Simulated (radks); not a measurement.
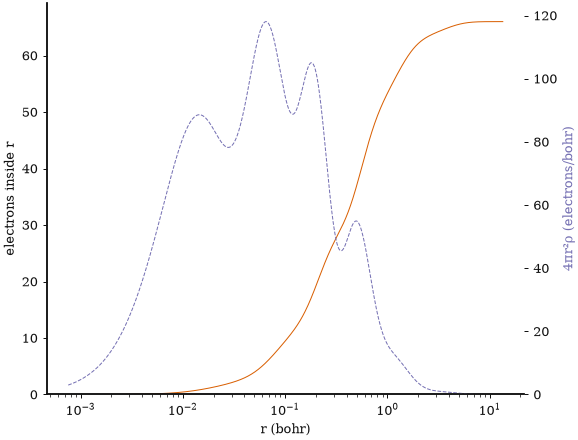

A free Dy atom; electrons: [Xe] 4f9 5d1 6s2 (high spin). The calculation used the in-house radial solver radks at this level: scalar-relativistic Kohn-Sham, r2SCAN, spin-polarised, spherical densities, finite nucleus.

The plot shows the number of electrons inside radius r (solid) and the radial density 4πr²ρ (dashed).

> Describe it and give its main numbers.

The count levels off at 66 electrons. Half of them lie within 0.428 bohr, 90 % within 1.53 bohr and 99 % within 4.61 bohr. The radial density has minima at 0.0278, 0.119 and 0.353 bohr, where the count stands at 1.9, 11.1 and 29.4; these part the shells that the density resolves.
